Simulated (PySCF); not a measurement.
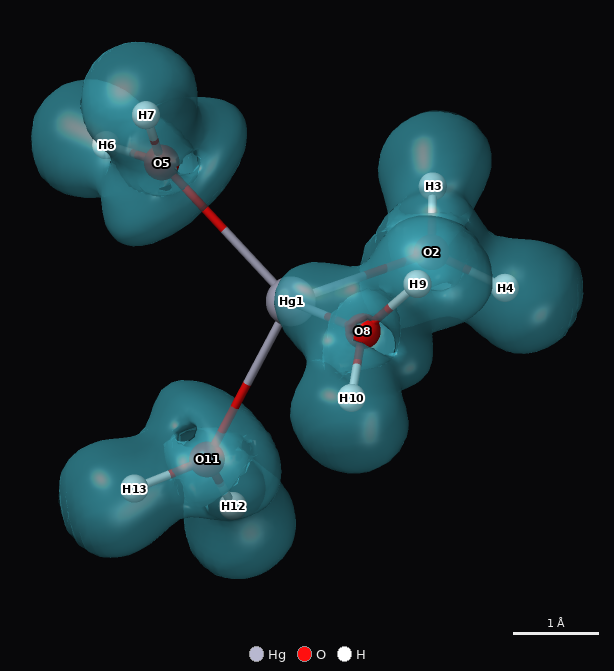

Figure. H8HgO4 (charge +2). Isosurface of the ELF at 0.75 (cyan), seen at an oblique angle. Only the valence region is drawn (cores and ρ < 0.01 e/Å³ removed).

Core potentials replace the inner electrons of Hg.

The calculation used RKS PBE0, Hg def2-SVP with ECP60, O def2-SVP, H def2-SVP; non-relativistic Hamiltonian with scalar-relativistic core potentials where named; density fitting (PySCF 2.14.0).

| atom | x (Å) | y (Å) | z (Å) |
| --- | --- | --- | --- |
| Hg | 0.0000 | 0.0000 | 0.0000 |
| O | 1.3119 | 1.2672 | 1.3234 |
| H | 1.2496 | 1.3326 | 2.2905 |
| H | 2.1013 | 1.7606 | 1.0469 |
| O | -1.3119 | -1.3234 | 1.2672 |
| H | -2.1012 | -1.0469 | 1.7607 |
| H | -1.2496 | -2.2904 | 1.3327 |
| O | 1.3119 | -1.2672 | -1.3234 |
| H | 2.1013 | -1.7606 | -1.0469 |
| H | 1.2496 | -1.3326 | -2.2905 |
| O | -1.3119 | 1.3234 | -1.2672 |
| H | -1.2496 | 2.2904 | -1.3327 |
| H | -2.1012 | 1.0469 | -1.7607 |

Question: Where are the electrons localised?

Answer: At this value the surface marks out four joined regions spread over several atoms (H, O), in which their bonds and any lone pairs are merged. Along the contacts the grid gives the following. Hg–O (2.25 Å): the ELF peaks at about 0.90 in the valence shell of O, 0.6 Å from its nucleus, and drops to about 0.10 between the two atoms. O–H (0.97 Å): the ELF climbs to about 1 towards the hydrogen, as it does in any bond to H (a covalent bond by its length).
